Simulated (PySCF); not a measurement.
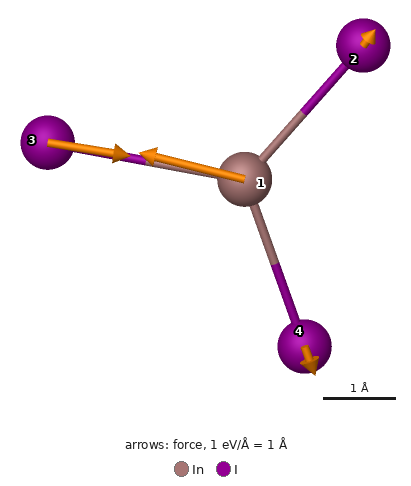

Starting geometry of InI₃ with the computed forces as orange arrows. The picture is a ball-and-stick view, seen at a tilt.

The start comes from GFN2-xTB. Its atoms were then displaced at random by about 0.03 Å.

Level of theory: PySCF 2.14.0, density-fitted response routines, PBE0-D3(BJ)/def2-SVP geometry optimisation, gas phase. 

Question: Is this structure relaxed? If not, where do the atoms go?

Answer: It isn't relaxed: the largest force vector, on In1, is 1.54 eV/Å. The final displacements follow the starting forces only in part (cosine between the two patterns 0.85). The largest move after the best rigid fit is that of I3, 0.10 Å. By element the largest moves are I 0.10 Å, In 0.08 Å. Among the contacts that change: In1–I3 2.823 → 2.654 Å, In1–I4 2.610 → 2.654 Å, In1–I2 2.622 → 2.655 Å. Bond angles that change, for instance: I3–In1–I4 118.3° → 120.8°. The energy falls by 0.128 eV in 8 geometry steps.
